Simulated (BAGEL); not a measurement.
# BAsPH5 (SMILES PB[AsH2]): HF/STO-3G (density fitting with qzvpp-jkfit)

What is the vertical ionisation energy of BAsPH5 at HF/STO-3G (density fitting with qzvpp-jkfit)? 

The results are computed with BAGEL 1.2.2.

4 further runs of the same task are left out: 4 that didn't finish. Runs told in other sessions of the task aren't counted.

**1. The molecule**

BAsPH5 has 8 atoms, charge 0, and is taken as a singlet. As SMILES, `PB[AsH2]`. The shape comes from GFN2-xTB, which is rough for such elements, and wasn't checked as a minimum. This is one conformer, not always the lowest.

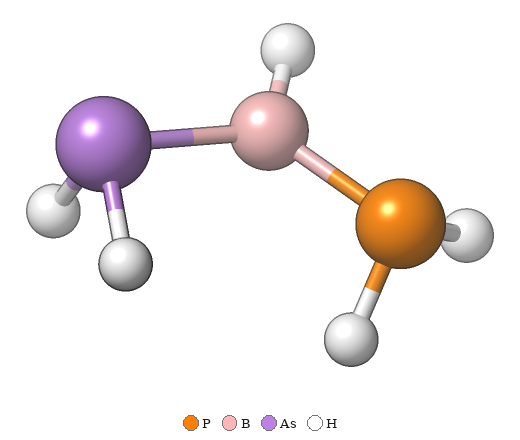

The structure, seen from a chosen angle (phosphorus orange, boron pink, arsenic purple, hydrogen white).

**2. A single-point energy at HF/STO-3G (density fitting with qzvpp-jkfit)**

Input file hf.json:

```json
{ "bagel" : [

{
  "title" : "molecule",
  "basis" : "sto-3g",
  "df_basis" : "qzvpp-jkfit",
  "angstrom" : "true",
  "geometry" : [
    { "atom" : "P", "xyz" : [      -0.412700,       1.248690,      -0.964720 ] },
    { "atom" : "B", "xyz" : [       0.064150,       0.465850,       0.648020 ] },
    { "atom" : "As", "xyz" : [       1.402900,      -1.032300,       0.769900 ] },
    { "atom" : "H", "xyz" : [      -0.736340,       0.134460,      -1.716890 ] },
    { "atom" : "H", "xyz" : [      -1.716280,       1.637370,      -0.721920 ] },
    { "atom" : "H", "xyz" : [      -0.291990,       0.990800,       1.636880 ] },
    { "atom" : "H", "xyz" : [       1.371940,      -1.405700,      -0.690180 ] },
    { "atom" : "H", "xyz" : [       0.318310,      -2.039160,       1.038910 ] }
  ]
},

{ "title" : "hf" },

{ "title" : "print", "file" : "orbitals.molden", "orbitals" : "true" }

]}
```

On the command line:

```bash
$ BAGEL_NUM_THREADS=1 BAGEL hf.json > hf.out
```

Standard output:

```text
* using 1 threads per process

  ===============================================================
  ===============================================================

  *** Geometry ***

  { "atom" : "P", "xyz" : [     -0.779890,      2.359682,     -1.823057 ] },
  { "atom" : "B", "xyz" : [      0.121226,      0.880329,      1.224580 ] },
  { "atom" : "As", "xyz" : [      2.651097,     -1.950764,      1.454900 ] },
  { "atom" : "H", "xyz" : [     -1.391481,      0.254093,     -3.244452 ] },
  { "atom" : "H", "xyz" : [     -3.243299,      3.094181,     -1.364231 ] },
  { "atom" : "H", "xyz" : [     -0.551781,      1.872341,      3.093255 ] },
  { "atom" : "H", "xyz" : [      2.592591,     -2.656388,     -1.304251 ] },
  { "atom" : "H", "xyz" : [      0.601519,     -3.853454,      1.963255 ] },

  Number of auxiliary basis functions:      559

  Since a DF basis is specified, we compute 2- and 3-index integrals:
    o Being stored without compression. Storage requirement is 0.006 GB

  Number of basis functions:       37
  Number of electrons      :       58

    * METHOD: MOLECULE                             0.18

  *** RHF ***

  === Nuclear Repulsion ===
   207.6106019909

      * DIIS with orbital gradients will be used.

  === RHF iteration (sto-3g) ===
      0      -2573.44050089          0.00686922           0.03
      1      -2573.47039803          0.00188053           0.02
      2      -2573.47284073          0.00060010           0.02
      3      -2573.47313485          0.00009256           0.02
      4      -2573.47314345          0.00002969           0.02
      5      -2573.47314447          0.00000470           0.02
      6      -2573.47314449          0.00000166           0.02
      7      -2573.47314450          0.00000044           0.03
      8      -2573.47314450          0.00000009           0.02
      9      -2573.47314450          0.00000002           0.02
     10      -2573.47314450          0.00000001           0.02
    * SCF iteration converged.

    * Permanent dipole moment:
           (    0.529648,     0.100739,     0.172921) a.u.

    * METHOD: HF                                   0.37

    * METHOD: PRINT                                0.00

  ===============================================================
```

Run time: 0.72 s. Hardware: 1 thread of Intel Xeon 6975P-C (Granite Rapids), shared host; peak memory 0.084 GiB.

**3. The doublet cation, same level**

Input file input.json:

```json
{ "bagel" : [

{
  "title" : "molecule",
  "basis" : "sto-3g",
  "df_basis" : "qzvpp-jkfit",
  "angstrom" : true,
  "geometry" : [
    { "atom" : "P", "xyz" : [      -0.412700,       1.248690,      -0.964720 ] },
    { "atom" : "B", "xyz" : [       0.064150,       0.465850,       0.648020 ] },
    { "atom" : "As", "xyz" : [       1.402900,      -1.032300,       0.769900 ] },
    { "atom" : "H", "xyz" : [      -0.736340,       0.134460,      -1.716890 ] },
    { "atom" : "H", "xyz" : [      -1.716280,       1.637370,      -0.721920 ] },
    { "atom" : "H", "xyz" : [      -0.291990,       0.990800,       1.636880 ] },
    { "atom" : "H", "xyz" : [       1.371940,      -1.405700,      -0.690180 ] },
    { "atom" : "H", "xyz" : [       0.318310,      -2.039160,       1.038910 ] }
  ]
},

{
  "title" : "uhf",
  "charge" : 1,
  "nopen" : 1
},

{
  "title" : "print",
  "file" : "orbitals.molden",
  "orbitals" : true
}

]}
```

On the command line:

```bash
$ BAGEL_NUM_THREADS=1 BAGEL input.json > input.out
```

Standard output:

```text
* using 1 threads per process

  ===============================================================
  ===============================================================

  *** Geometry ***

  { "atom" : "P", "xyz" : [     -0.779890,      2.359682,     -1.823057 ] },
  { "atom" : "B", "xyz" : [      0.121226,      0.880329,      1.224580 ] },
  { "atom" : "As", "xyz" : [      2.651097,     -1.950764,      1.454900 ] },
  { "atom" : "H", "xyz" : [     -1.391481,      0.254093,     -3.244452 ] },
  { "atom" : "H", "xyz" : [     -3.243299,      3.094181,     -1.364231 ] },
  { "atom" : "H", "xyz" : [     -0.551781,      1.872341,      3.093255 ] },
  { "atom" : "H", "xyz" : [      2.592591,     -2.656388,     -1.304251 ] },
  { "atom" : "H", "xyz" : [      0.601519,     -3.853454,      1.963255 ] },

  Number of auxiliary basis functions:      559

  Since a DF basis is specified, we compute 2- and 3-index integrals:
    o Being stored without compression. Storage requirement is 0.006 GB

  Number of basis functions:       37
  Number of electrons      :       58

    * METHOD: MOLECULE                             0.18

  *** Open-shell HF ***

  === Nuclear Repulsion ===
   207.6106019909

      * DIIS with orbital gradients will be used.

  === UHF iteration (sto-3g) ===
      0      -2573.18224663          0.01672601           0.05
      1      -2573.23146564          0.00548389           0.05
      2      -2573.23774528          0.00174761           0.05
      3      -2573.23910756          0.00067096           0.05
      4      -2573.23997806          0.00037509           0.05
      5      -2573.24048916          0.00019161           0.05
      6      -2573.24061275          0.00006275           0.05
      7      -2573.24061710          0.00002599           0.05
      8      -2573.24061839          0.00001563           0.05
      9      -2573.24061881          0.00001519           0.05
[... 64 lines of this table left out ...]
     74      -2573.24069440          0.00000007           0.05
     75      -2573.24069440          0.00000002           0.05
     76      -2573.24069440          0.00000001           0.05
     77      -2573.24069440          0.00000001           0.05
    * SCF iteration converged.

    * S^2 (UHF) is 0.8528

    * Permanent dipole moment:
           (    0.509109,    -0.119619,     0.484611) a.u.

    * METHOD: UHF                                  3.81

    * METHOD: PRINT                                0.00

  ===============================================================
```

Run time: 4.2 s. Hardware: 1 thread of Intel Xeon 6975P-C (Granite Rapids), shared host; peak memory 0.085 GiB.

**4. Results**

Level: HF/STO-3G (density fitting with qzvpp-jkfit).

| quantity | value |
| --- | --- |
| singlet BAsPH5: total energy | -2573.47314 Eh |
| singlet BAsPH5: dipole moment | 1.44 D |
| singlet BAsPH5: HOMO energy | -6.93 eV |
| singlet BAsPH5: LUMO energy | 6.27 eV |
| singlet BAsPH5: HOMO–LUMO gap | 13.20 eV |
| doublet cation: total energy | -2573.24069 Eh |
| doublet cation: ⟨S²⟩ | 0.853 |
| vertical ionisation energy (to the doublet cation) | 6.325 eV |

**Reading.** Removing an electron at fixed nuclei costs 6.33 eV (146 kcal/mol). The negative HOMO energy of the first species, 6.93 eV, lies 0.60 eV above that difference. In a minimal basis such a difference can be off by several eV, whatever the method. ⟨S²⟩ (doublet cation) is 0.85 where a pure doublet has 0.75: the reference is spin-contaminated.
